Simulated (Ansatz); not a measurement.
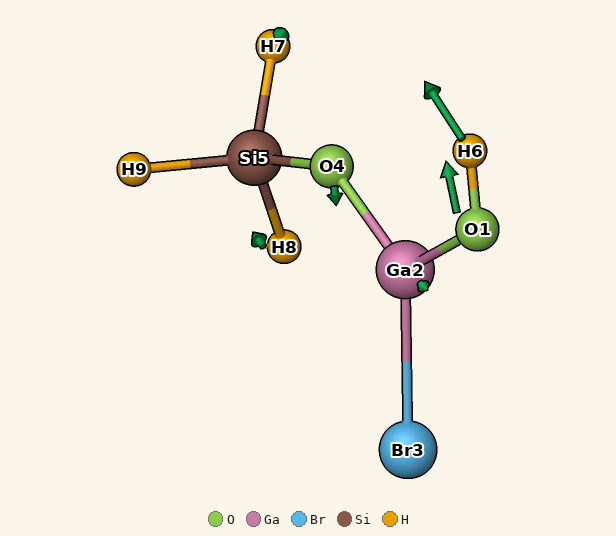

The arrows show one normal mode. Harmonic vibrations computed with RKS PBE0-D4/def2-TZVP (Ansatz 0.2.0) at a stationary point of the same level.

> What kind of motion is it?

Mostly Br–Ga–O bending.

> At what wavenumber does it lie?

140 cm⁻¹; it is mode 4 of 21 counted from the lowest.
